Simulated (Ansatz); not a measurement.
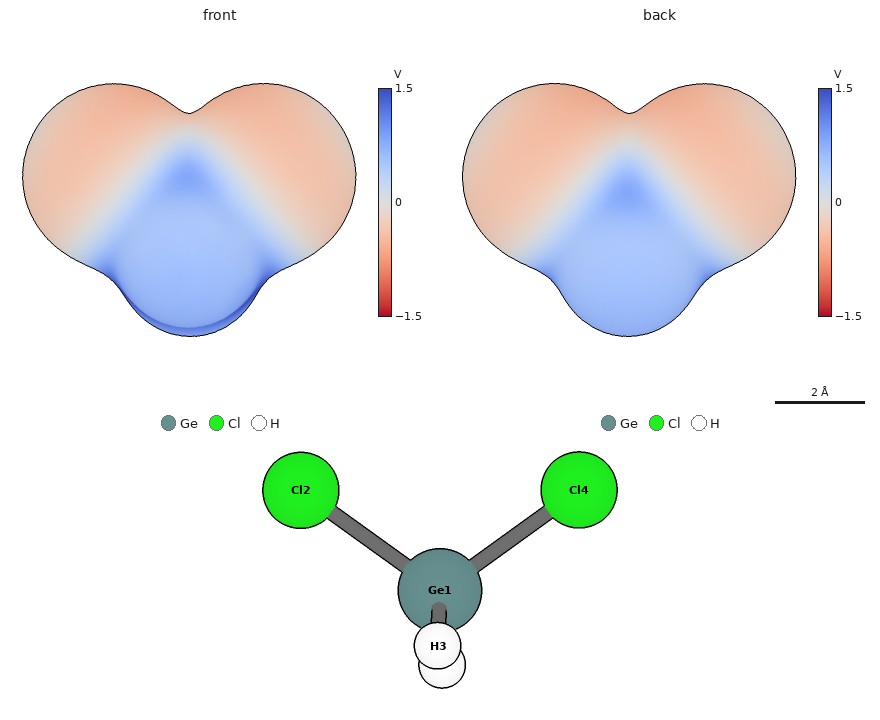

Figure. Cl2GeH2. The electrostatic potential painted on the density surface at 0.001 e/bohr³, seen from the front and from behind; the colour scale runs from red (negative) to blue (positive). The bare structure is drawn below in the same view.

These are results of Ansatz, RKS PBE0/def2-SVP, not measurements.

```xyz
5

Ge    0.3176   -0.0185    0.0741
Cl    0.6707    0.0364    2.1948
H     1.6716    0.0434   -0.6372
Cl   -0.8059    1.7342   -0.4652
H    -0.5386   -1.2489   -0.2356
```

**Which sites attract a positive test charge, and which a negative one?**

A positive charge is drawn to the negative regions and a negative charge to the positive ones. The most negative region (about −0.5 V, or −12 kcal/mol for a unit charge) lies over Cl2 and Cl4, the most positive (about +1.4 V, or +32 kcal/mol for a unit charge) over Ge1.
